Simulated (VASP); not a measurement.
Band structure of Li$_{2}$O (antifluorite). Computed with revPBE GGA, VASP's PBE PAW potentials (set 64) (plane waves; VASP).

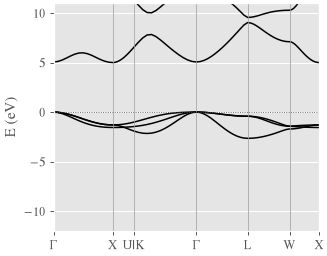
Bands along high-symmetry lines, zero at the valence-band maximum or, without a gap, the Fermi level

**Question.** Read the plot: is there a gap, and where are the band edges?

**Answer.** The gap is indirect, 5.00 eV, from the valence maximum at Γ to the conduction minimum at X. (Edges off the drawn lines would not show.)

Measured: gap 8.00 eV (computed value off by -3.00 eV), as given by Das et al., (2018), arXiv:1807.05623.

The compound is Li2O in the antifluorite structure. It was relaxed first.
